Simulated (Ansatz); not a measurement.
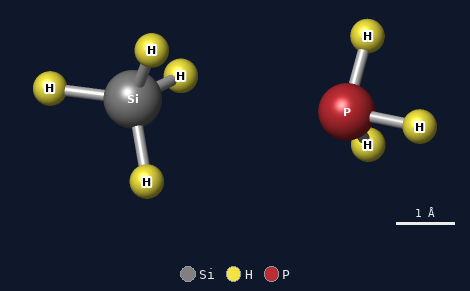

**Figure 1.** The structure as given in the input (ball-and-stick view, seen at a tilt). Bond lengths as drawn: H–P 1.42 Å and H–Si 1.48 to 1.49 Å.

## Run report: SiPH₇, nudged elastic band

- system: SiPH₇
- method: RKS PBE0-D4/def2-SVP (Ansatz 0.2.0)

Figures and captions count atoms from 1; the log counts them from 0 in places.

## The input
```yaml
crystal:
  periodic: [false, false, false]
  atoms:
    - {symbol: Si, position_ang: [-1.503689, 0.732765, -0.835874]}
    - {symbol: H, position_ang: [-0.797860, -0.466944, -1.355583]}
    - {symbol: H, position_ang: [-2.626447, 1.062589, -1.753561]}
    - {symbol: H, position_ang: [-2.043904, 0.449831, 0.516383]}
    - {symbol: H, position_ang: [-0.564861, 1.880232, -0.780233]}
    - {symbol: H, position_ang: [1.228627, -1.929121, 1.054372]}
    - {symbol: P, position_ang: [1.455749, -0.528377, 1.062459]}
    - {symbol: H, position_ang: [2.443516, -0.607975, 2.078859]}
    - {symbol: H, position_ang: [2.408867, -0.593102, 0.013179]}
basis:
  gaussian: {orbitals: def2-SVP}
hamiltonian: {xc: pbe0, dispersion: d4}
neb:
  images: 5
  climbing: true
  max_iterations: 40
  initial_path: idpp
  final_atoms:
    - {symbol: Si, position_ang: [-0.451448, 0.895569, -0.109981]}
    - {symbol: H, position_ang: [-1.437087, -2.624680, -0.656889]}
    - {symbol: H, position_ang: [-0.759867, 0.546086, -1.520750]}
    - {symbol: H, position_ang: [-1.563910, 0.431098, 0.758399]}
    - {symbol: H, position_ang: [-0.330740, 2.372579, 0.007080]}
    - {symbol: H, position_ang: [-0.737641, -2.576297, -0.399362]}
    - {symbol: P, position_ang: [1.417770, -0.212814, 0.493657]}
    - {symbol: H, position_ang: [1.587923, 0.536147, 1.688999]}
    - {symbol: H, position_ang: [2.275000, 0.632210, -0.261151]}
```

Run as:
```bash
ansatz run in.yaml --threads 2 --pin off --events-out ev --progress --plain --max-ram 4352MiB
```

## Log
```
Functional definition: PBE0
  name "PBE0"
  cite "Adamo & Barone, J. Chem. Phys. 110, 6158 (1999) doi:10.1063/1.478522"
  cite "Perdew, Burke & Ernzerhof, Phys. Rev. Lett. 77, 3865 (1996) doi:10.1103/PhysRevLett.77.3865"
  parent pbe
  parameter a = 0.25
  parameter kappa = 0.804
  parameter beta = 0.06672455060314922
  exchange = (1 - a)*pbe_x(kappa = kappa, mu = beta*pi^2/3) + a*exact_x
  correlation = pbe_c(beta = beta)
738 factors; integrals over basis functions are off by at most 2.8e-4 eV
mean field evaluation 1: about -17266.6730 eV, gradient 9.0e0 eV
mean field evaluation 2: about -17266.9227 eV, gradient 4.8e0 eV
mean field evaluation 4: about -17266.9952 eV, gradient 1.8e-1 eV
mean field evaluation 8: about -17266.9947 eV, gradient 5.6e-4 eV
mean field -17266.99467167 eV, -634.5503501944 hartree, gradient 2.3e-5 eV, S^2 0.000000; 0 other end points of the search recorded, 0 dependent functions left out
the calculation of the forces begins
reference -17266.99469746 eV, -634.5503511423 hartree; 18, 18 occupied and 53, 53 virtual orbitals, 738 factors
740 factors; integrals over basis functions are off by at most 4.4e-4 eV
mean field evaluation 16: about -17266.8948 eV, gradient 2.0e-1 eV
mean field -17266.89424686 eV, -634.5466596507 hartree, gradient 6.3e-5 eV, S^2 0.000000; 0 other end points of the search recorded, 0 dependent functions left out
[... from here on the field's lines of each further geometry are left out, up to the last ...]
WARN: NEB end point (image 0): max|allowed force component| = 2.230e-1 eV/Å (the criterion of neb.relax_end_points is 1.000e-2). That is over neb.f_tol: it is no minimum, so the barrier can be far off. Relax it first
WARN: NEB end point (image 6): max|allowed force component| = 5.407e-1 eV/Å (the criterion of neb.relax_end_points is 1.000e-2). That is over neb.f_tol: it is no minimum, so the barrier can be far off. Relax it first
NEB iter   1: max|band force component| = 4.660e0 eV/Å  barrier→ = 6.3823 eV  barrier← = 6.3025 eV  Δτ_max = 0.2000 Å  (153 SCF iters)
NEB iter   2: max|band force component| = 3.873e0 eV/Å  barrier→ = 5.1384 eV  barrier← = 5.0587 eV  Δτ_max = 0.2000 Å  (128 SCF iters)
NEB iter   3: max|band force component| = 3.331e0 eV/Å  barrier→ = 3.8336 eV  barrier← = 3.7539 eV  Δτ_max = 0.1004 Å  (122 SCF iters)
NEB iter   4: max|band force component| = 2.736e0 eV/Å  barrier→ = 3.3726 eV  barrier← = 3.2929 eV  Δτ_max = 0.2000 Å  (110 SCF iters)
NEB iter   5: max|band force component| = 1.569e0 eV/Å  barrier→ = 2.8236 eV  barrier← = 2.7439 eV  Δτ_max = 0.1009 Å  (116 SCF iters)
NEB iter   6: max|band force component| = 1.180e0 eV/Å  barrier→ = 2.6601 eV  barrier← = 2.5803 eV  Δτ_max = 0.2000 Å  (109 SCF iters)
NEB iter   7: max|band force component| = 7.363e-1 eV/Å  barrier→ = 2.6996 eV  barrier← = 2.6198 eV  Δτ_max = 0.2000 Å  (112 SCF iters)
NEB iter   8: max|band force component| = 7.570e-1 eV/Å  barrier→ = 2.6845 eV  barrier← = 2.6048 eV  Δτ_max = 0.2000 Å  (113 SCF iters)
NEB iter   9: max|band force component| = 9.769e-1 eV/Å  barrier→ = 2.6220 eV  barrier← = 2.5423 eV  Δτ_max = 0.0998 Å  (115 SCF iters)
NEB iter  10: max|band force component| = 6.869e-1 eV/Å  barrier→ = 2.4831 eV  barrier← = 2.4033 eV  Δτ_max = 0.0996 Å  (107 SCF iters)
NEB iter  11: max|band force component| = 5.807e-1 eV/Å  barrier→ = 2.3009 eV  barrier← = 2.2211 eV  Δτ_max = 0.0989 Å  (108 SCF iters)
NEB iter  12: max|band force component| = 6.169e-1 eV/Å  barrier→ = 2.2506 eV  barrier← = 2.1708 eV  Δτ_max = 0.0501 Å  (107 SCF iters)
NEB iter  13: max|band force component| = 9.068e-1 eV/Å  barrier→ = 2.1830 eV  barrier← = 2.1032 eV  CI = image 3  Δτ_max = 0.0502 Å  (104 SCF iters)
NEB iter  14: max|band force component| = 9.071e-1 eV/Å  barrier→ = 2.2686 eV  barrier← = 2.1888 eV  CI = image 3  Δτ_max = 0.1006 Å  (102 SCF iters)
NEB iter  15: max|band force component| = 7.660e-1 eV/Å  barrier→ = 2.5074 eV  barrier← = 2.4277 eV  CI = image 3  Δτ_max = 0.1273 Å  (110 SCF iters)
NEB iter  16: max|band force component| = 7.371e-1 eV/Å  barrier→ = 2.4960 eV  barrier← = 2.4163 eV  CI = image 3  Δτ_max = 0.0862 Å  (107 SCF iters)
NEB iter  17: max|band force component| = 2.039e-1 eV/Å  barrier→ = 2.4987 eV  barrier← = 2.4190 eV  CI = image 3  Δτ_max = 0.0406 Å  (108 SCF iters)
NEB iter  18: max|band force component| = 1.377e-1 eV/Å  barrier→ = 2.4940 eV  barrier← = 2.4142 eV  CI = image 3  Δτ_max = 0.0305 Å  (105 SCF iters)
NEB iter  19: max|band force component| = 8.320e-2 eV/Å  barrier→ = 2.4918 eV  barrier← = 2.4120 eV  CI = image 3  Δτ_max = 0.0140 Å  (104 SCF iters)
NEB iter  20: max|band force component| = 8.213e-2 eV/Å  barrier→ = 2.4902 eV  barrier← = 2.4104 eV  CI = image 3  Δτ_max = 0.0070 Å  (97 SCF iters)
NEB iter  21: max|band force component| = 8.235e-2 eV/Å  barrier→ = 2.4895 eV  barrier← = 2.4098 eV  CI = image 3  Δτ_max = 0.0140 Å  (93 SCF iters)
NEB iter  22: max|band force component| = 7.109e-2 eV/Å  barrier→ = 2.4885 eV  barrier← = 2.4087 eV  CI = image 3  Δτ_max = 0.0194 Å  (96 SCF iters)
the calculation of the forces begins
reference -17266.62687346 eV, -634.5368338597 hartree; 18, 18 occupied and 53, 53 virtual orbitals, 740 factors
these checks for a lower state are left out or cut short: stability, starts, cluster_reference, orbital_swaps, neighbouring_geometries, increment
741 factors; integrals over basis functions are off by at most 4.3e-4 eV
mean field -17266.82464201 eV, -634.5441017199 hartree, gradient 9.0e-7 eV, S^2 0.000000; 0 other end points of the search recorded, 0 dependent functions left out
the calculation of the forces begins
reference -17266.82466602 eV, -634.5441026022 hartree; 18, 18 occupied and 53, 53 virtual orbitals, 741 factors
NEB iter  23: max|band force component| = 4.336e-2 eV/Å  barrier→ = 2.4874 eV  barrier← = 2.4076 eV  CI = image 3  CI's point: of a kind that is not told: the force calls were inconclusive, a negative curvature could not be distinguished from the path's own, the only one lies far off the path, or fixed occupations may fill a level only in part  Δτ_max = 0.0000 Å  (739 SCF iters)
```

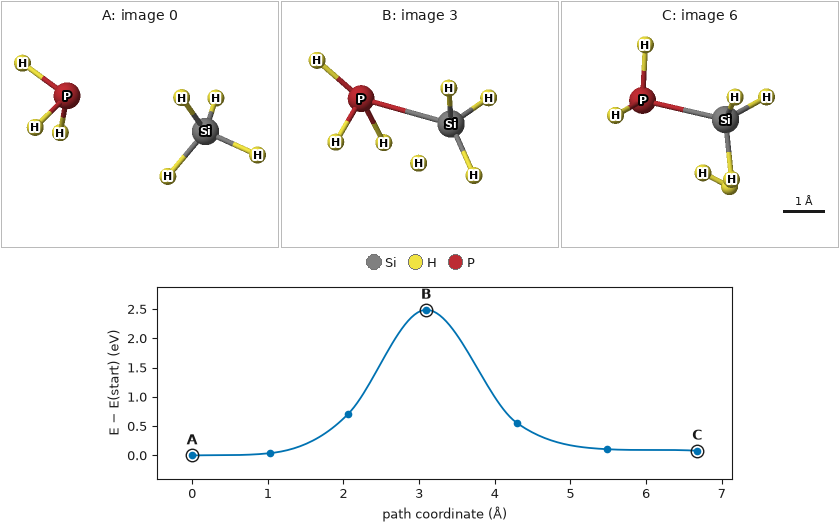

**Figure 2.** Images of the last band (counted from 0; ball-and-stick, seen at a tilt) above the energy along the path; the line is a cubic interpolation that uses the forces. The highest image is number 3, 2.487 eV above the start and 2.408 eV above the end (the climbing image); the end lies 0.080 eV above the start. The path is 6.68 Å long. The band converged in 23 iterations. The end points carry forces over 0.1 eV/Å, so they aren't fully relaxed minima and the barriers are approximate.

```
Total energy: -17264.61020171 eV, -634.4627225398 hartree
Atom 0 at    -0.914943     0.624277    -0.230896 Å, force     0.011094    -0.001601     0.010343 eV/Å
Atom 1 at    -0.570304    -1.109918    -0.534699 Å, force     0.008084    -0.030029    -0.021023 eV/Å
Atom 2 at    -1.504661     0.716425    -1.612221 Å, force     0.006379    -0.000689    -0.002491 eV/Å
Atom 3 at    -1.944958     0.307226     0.802234 Å, force    -0.000519     0.000278     0.005259 eV/Å
Atom 4 at    -0.461767     2.039602     0.005757 Å, force     0.004399     0.014059     0.005819 eV/Å
Atom 5 at     0.196040    -1.610917     0.158673 Å, force     0.014359     0.042115     0.030221 eV/Å
Atom 6 at     1.117747    -0.420606     0.660972 Å, force    -0.042921    -0.039910    -0.027968 eV/Å
Atom 7 at     2.350666    -0.092023     1.371353 Å, force     0.004507     0.007630    -0.003025 eV/Å
Atom 8 at     1.732179    -0.454168    -0.621171 Å, force    -0.005382     0.008146     0.002865 eV/Å
Dipole moment:     0.315462    -0.109998     0.071613 e Å
```

## The last band as extended XYZ (Å, eV, eV/Å)
```
9
Properties=species:S:1:pos:R:3:forces:R:3 image=0 energy=-17267.09757
Si   -1.5037    0.7328   -0.8359    0.0302  -0.0084   0.0251
H    -0.7979   -0.4669   -1.3556    0.0675  -0.1260  -0.0624
H    -2.6264    1.0626   -1.7536   -0.1147   0.0343  -0.0935
H    -2.0439    0.4498    0.5164   -0.0610  -0.0284   0.1382
H    -0.5649    1.8802   -0.7802    0.0931   0.1216   0.0020
H     1.2286   -1.9291    1.0544   -0.0352  -0.1801   0.0000
P     1.4557   -0.5284    1.0625   -0.2230   0.1943  -0.0053
H     2.4435   -0.6080    2.0789    0.1218  -0.0035   0.1356
H     2.4089   -0.5931    0.0132    0.1212  -0.0039  -0.1397
9
Properties=species:S:1:pos:R:3:forces:R:3 image=1 energy=-17267.05861
Si   -1.3978    0.6328   -0.6547   -0.0344   0.0062  -0.0278
H    -0.6250   -0.6124   -0.9476   -0.0160   0.0331  -0.0426
H    -2.3154    0.8758   -1.8069   -0.0792   0.0242  -0.0011
H    -2.1860    0.4371    0.5966   -0.0121   0.0109  -0.0092
H    -0.4823    1.7999   -0.5035   -0.0078  -0.0071  -0.0403
H     1.0185   -1.7565    0.8649    0.0543  -0.0177   0.0344
P     1.3825   -0.3850    1.0158    0.0320  -0.0114   0.0337
H     2.6005   -0.6699    1.7027    0.0347  -0.0413   0.0218
H     2.0051   -0.3219   -0.2672    0.0285   0.0031   0.0312
9
Properties=species:S:1:pos:R:3:forces:R:3 image=2 energy=-17266.38600
Si   -1.1794    0.5729   -0.4334   -0.3539  -0.0425  -0.2357
H    -0.5534   -0.7846   -0.6822   -0.0320   0.4734  -0.2095
H    -1.8519    0.7719   -1.7432   -0.5148   0.1625  -0.1185
H    -2.0990    0.3283    0.7139   -0.1783   0.0827  -0.0421
H    -0.4531    1.8560   -0.1688    0.0807  -0.2310  -0.1821
H     0.7009   -1.6604    0.5820    0.6510  -0.0853   0.5477
P     1.2027   -0.3314    0.7632    0.1321   0.0787   0.1026
H     2.4241   -0.4297    1.4937    0.1448  -0.5753   0.0815
H     1.8091   -0.3231   -0.5251    0.0706   0.1369   0.0561
9
Properties=species:S:1:pos:R:3:forces:R:3 image=3 energy=-17264.61018
Si   -0.9149    0.6243   -0.2309    0.0111  -0.0016   0.0103
H    -0.5703   -1.1099   -0.5347    0.0081  -0.0300  -0.0210
H    -1.5047    0.7164   -1.6122    0.0064  -0.0007  -0.0025
H    -1.9450    0.3072    0.8022   -0.0005   0.0003   0.0053
H    -0.4618    2.0396    0.0058    0.0044   0.0141   0.0058
H     0.1960   -1.6109    0.1587    0.0144   0.0421   0.0302
P     1.1177   -0.4206    0.6610   -0.0429  -0.0399  -0.0280
H     2.3507   -0.0920    1.3714    0.0045   0.0076  -0.0030
H     1.7322   -0.4542   -0.6212   -0.0054   0.0081   0.0029
9
Properties=species:S:1:pos:R:3:forces:R:3 image=4 energy=-17266.53963
Si   -0.6425    0.8191    0.0021    0.2199   0.1394   0.1779
H    -0.8157   -1.5781   -0.6406   -0.1590  -0.4391  -0.1226
H    -1.1505    0.6308   -1.4036    0.3337  -0.1312   0.1463
H    -1.7822    0.4510    0.9002    0.1025   0.0383   0.0319
H    -0.3362    2.2663    0.1339    0.0211   0.1829   0.1173
H    -0.3297   -1.8803   -0.1246   -0.3999  -0.2383  -0.2574
P     1.1611   -0.4964    0.6475    0.0450  -0.0226   0.0216
H     2.1825    0.3629    1.1509   -0.1880   0.4990  -0.1259
H     1.7133   -0.5754   -0.6657    0.0247  -0.0284   0.0110
9
Properties=species:S:1:pos:R:3:forces:R:3 image=5 energy=-17266.99128
Si   -0.4531    0.9339    0.0911    0.0065   0.0057   0.0023
H    -1.3914   -2.1143   -0.7398   -0.0323  -0.0433  -0.0097
H    -1.0281    0.6018   -1.2463    0.0112  -0.0059   0.0073
H    -1.5089    0.7345    1.1287    0.0142   0.0125   0.0098
H    -0.0375    2.3690    0.0951    0.0114   0.0063  -0.0024
H    -0.8033   -2.2387   -0.2714   -0.0258  -0.0260  -0.0118
P     1.2667   -0.4932    0.5163    0.0094   0.0041  -0.0046
H     2.0766    0.4772    1.1812   -0.0116   0.0171   0.0098
H     1.8790   -0.2703   -0.7549    0.0170   0.0294  -0.0007
9
Properties=species:S:1:pos:R:3:forces:R:3 image=6 energy=-17267.01781
Si   -0.2750    0.9707    0.0008   -0.0161  -0.0192  -0.0039
H    -2.0455   -2.2578   -0.3227   -0.5294   0.0740  -0.0650
H    -0.9549    0.7601   -1.3033   -0.0642  -0.0184  -0.1270
H    -1.2351    0.6883    1.0988   -0.0922  -0.0257   0.1083
H     0.1635    2.3881    0.0943    0.0481   0.1461   0.0101
H    -1.3111   -2.3597   -0.2322    0.5407  -0.0604   0.0669
P     1.4197   -0.5096    0.1544   -0.0628  -0.2352  -0.0135
H     2.0000    0.1302    1.2825    0.0720   0.0650   0.1494
H     2.2384    0.1895   -0.7727    0.1038   0.0738  -0.1254
```

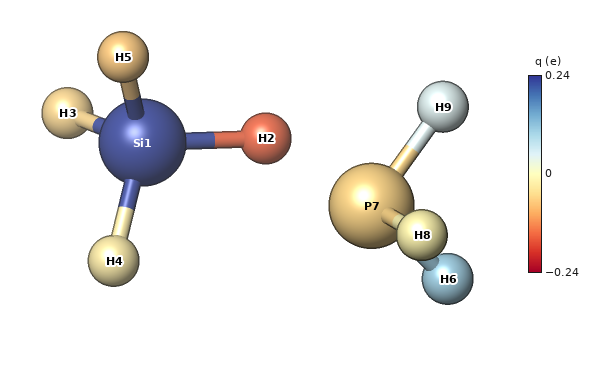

**Figure 3.** Mulliken charges, as the colour of each atom (ball-and-stick view, seen at a tilt; atoms are numbered from 1 in the order of the input). By element: Si +0.23, H −0.15 to +0.11 and P −0.06 e.

## Summary

| quantity | value |
| --- | --- |
| outcome | converged |
| barrier, forward | 2.487 eV |
| barrier, backward | 2.408 eV |
| dipole moment (one image of the band) | 1.64 D |
| hardware | 2 CPU threads, shared host |
| wall time | 2 min (CPU time 3.6 min) |
| peak memory | 0.44 GiB |
